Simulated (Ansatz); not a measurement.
Bond-angle distributions (per cent of the angles at each element, bins of 10°) of a relaxed model of amorphous Ge12Ti10O44 at 3.56 g/cm³. The numbers are results of PBE, scalar-relativistic without spin-orbit coupling (plane waves to 420 eV, PAW; Ansatz, an electronic-structure program), not measurements.

It comes from a melt-quench run on a machine-learned potential (CHGNet), relaxed afterwards by DFT. O atoms were pushed apart under 1.9 Å during the dynamics, to hinder bonds among them. The hot cell started wider than the set density and was brought back towards it in steps. It is the lowest in DFT energy of 2 quenches. It is a model cell: composition and starting density were chosen by hand, and all elements were melted together. No dispersion term was used. Its density started from a set value of 3.82 and ended at 3.56 g/cm³. Cooling (nominally 360 K/ps over its main leg) ran many orders faster than in experiment, which tends to leave more defects and strain. One small periodic cell is one sample of the glass; other quenches scatter about these values. The volume was free in the relaxation, at fixed shape. Stress components on the final sampling reach 2.1 GPa.

Neighbours within Ge-Ge 2.81 Å, Ge-Ti 2.88 Å, Ge-O 2.26 Å, Ti-Ti 3.12 Å, Ti-O 2.44 Å, O-O 1.58 Å count as bonded. Two cations that share two anions don't count as bonded, nor two that share one unless they lie closer than Ge-Ge 2.57 Å, Ge-Ti 2.80 Å, Ti-Ti 3.04 Å.

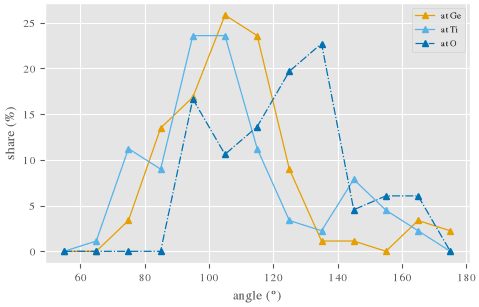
Figure. Bond-angle distributions

They go with these counts of neighbours within the cut-offs, cation contacts included: Ge mean 4.3, most often 4; Ti mean 4.7, most often 5; O mean 2.2, most often 2.
